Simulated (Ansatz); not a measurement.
**BNH₄ (singlet): the correlation ladder at a displaced geometry (v2), cc-pVDZ**

How much of the correlation energy of BNH₄ (singlet) does each wave-function method recover here?

Method: cc-pVDZ, core rule «outside noble gas», up to 2 orbitals frozen; program: Ansatz 0.2.0, Gaussian basis.

The runs, in order: UHF; CCSD(T) on RHF; BCCD(T) on RHF; CISD; CCSDT(Q) on RHF.

10 further runs of the same task are left out: 1 for a known fault of the program, 2 that didn't finish, 7 set aside as unsound or not needed.

## (1) The system

The geometry is a PBE0/def2-TZVP stationary point (not a proven minimum) with its atoms shifted at random (size 0.100 Å).

6 atoms, charge 0, spin multiplicity 1.

Atoms are counted from 1 here; the program's logs count them from 0.

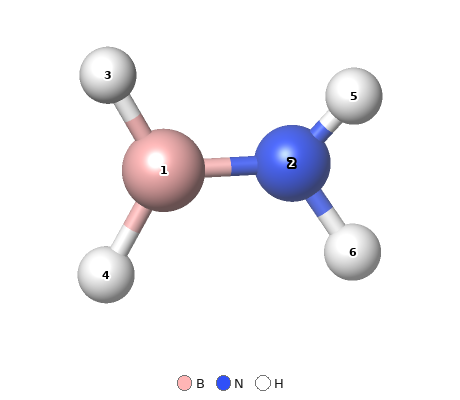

The geometry (boron pink, nitrogen blue, hydrogen white); atoms are numbered from 1 in the order of the file.

## (2) UHF

in.yaml

```yaml
crystal:
  periodic: [false, false, false]
  atoms:
    - {symbol: B, position_ang: [0.086207, 0.005717, 0.765667]}
    - {symbol: N, position_ang: [-0.078667, 0.014091, -0.607710]}
    - {symbol: H, position_ang: [-0.002047, 1.028571, 1.349495]}
    - {symbol: H, position_ang: [0.081062, -1.120506, 1.367709]}
    - {symbol: H, position_ang: [-0.021997, 0.748616, -1.251818]}
    - {symbol: H, position_ang: [0.111533, -0.913823, -1.232852]}
basis:
  gaussian: {orbitals: cc-pVDZ}
magnetization: {spin_polarized: true, initial_magnetization: 0}
hamiltonian: {xc: hf}
output: {orbitals: {seedname: orbitals}}
```

Run with:

```bash
ansatz run in.yaml --threads 1 --pin off --events-out ev --progress --plain --max-ram 2176MiB
```

The runs that follow: CCSD(T) on RHF; BCCD(T) on RHF; CISD; CCSDT(Q) on RHF.

**Question.** What will the summary of the whole plan be? Wanted: RCCSDT(Q) below the RHF energy; RMP2 from RCCSDT(Q); RCCSD from RCCSDT(Q); RCCSD(T) from RCCSDT(Q); T1 diagnostic.

The runs gave:

```
                         quantity                      value
   RCCSDT(Q) below the RHF energy                 -8.3149 eV
              RMP2 from RCCSDT(Q)                +1017.1 meV
             RCCSD from RCCSDT(Q)                 +240.4 meV
          RCCSD(T) from RCCSDT(Q)                  +32.1 meV
levels within 1 kcal/mol (43 meV)  RCCSD(T), BCCD(T), RCCSDT
                    T1 diagnostic                      0.015
```

**Reading.** RCCSD(T) lands +32.1 meV from the yardstick (0.4 % of the correlation energy). These misses are within one basis, not against nature.
